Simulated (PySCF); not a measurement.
**C₇H₁₀OSi: density, localisation and related maps**

Input

```
{"job": {"kind": "nmr", "xc": "PBE0", "basis": "pcSseg-1"}, "charge": 0, "multiplicity": 1}
C      4.149937     1.732921    -0.679928
C      3.155607     1.245829    -0.180578
C      1.981489     0.648452     0.380175
C      1.926772    -0.895583     0.541895
Si     0.711653    -0.244491    -0.694800
C     -1.075866    -0.157470    -0.276733
C     -1.609315    -0.945816     0.678407
O     -2.867929    -0.974791     1.116021
C     -3.791774    -0.089119     0.536788
H      5.029286     2.169082    -1.114414
H      1.550355     1.202959     1.224148
H      1.599130    -1.254026     1.523798
H      2.810315    -1.428393     0.175033
H      1.067487    -0.351395    -2.130688
H     -1.710056     0.562392    -0.803931
H     -1.009026    -1.685814     1.219162
H     -4.754843    -0.268368     1.030022
H     -3.897308    -0.271560    -0.546444
H     -3.490997     0.961253     0.692693
```

Run with:

```sh
OMP_NUM_THREADS=1 python probes_run.py task.json out
```

Geometry: PBE0-D3(BJ)/def2-SVP.

Method: PySCF 2.14.0, PBE0/pcSseg-1, SCF density, gas phase, non-relativistic.

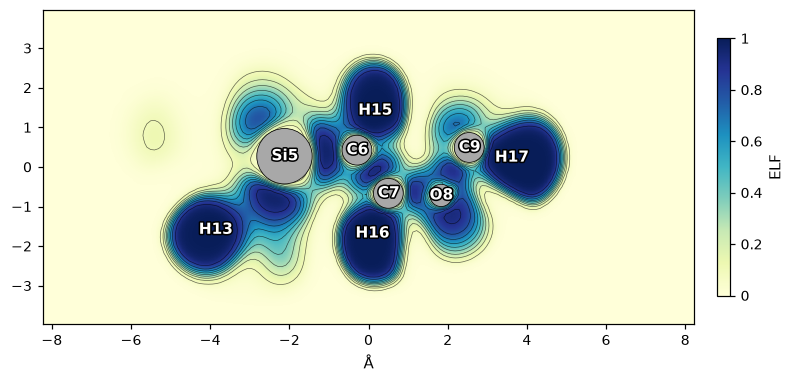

Figure 1. Electron localisation function on the plane of atoms C7, C6 and H15. Grey discs cover the atomic cores.

> Interpret the plot.

- The section cuts through Si, C, O and H sites.
- C–O (1.33 Å): the ELF peaks at about 0.90 between the atoms (a shared but strongly polarised pair).
- C–Si (1.84 Å): the ELF peaks at about 0.95 between the atoms (a shared electron pair).
- C–H (1.09 Å): the ELF climbs to about 1 towards the hydrogen, as it does in any bond to H (a covalent bond by its length).
- C–C (1.35 Å): the ELF peaks at about 0.90 between the atoms, as expected for a covalent bond.
- C–O (1.40 Å): the ELF peaks at about 0.90 between the atoms, as expected for a shared but strongly polarised pair.
- The ELF also peaks beside O8, away from the bonds: lone-pair regions.

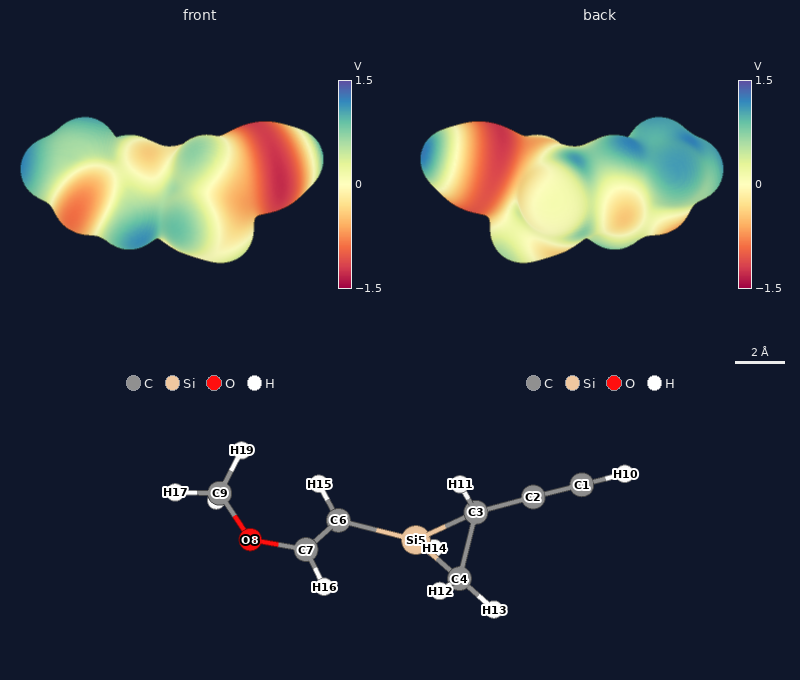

Figure 2. The electrostatic potential painted on the density surface at 0.002 e/bohr³, seen from the front and from behind; red is negative and blue positive. The bare structure is drawn below in the same view.

> Which sites attract a positive test charge, and which a negative one?

A positive charge is drawn to the negative regions and a negative charge to the positive ones. The most negative region (about −1.3 V) lies over C1 and C2, the most positive (about +1.2 V) over the C and H atoms.
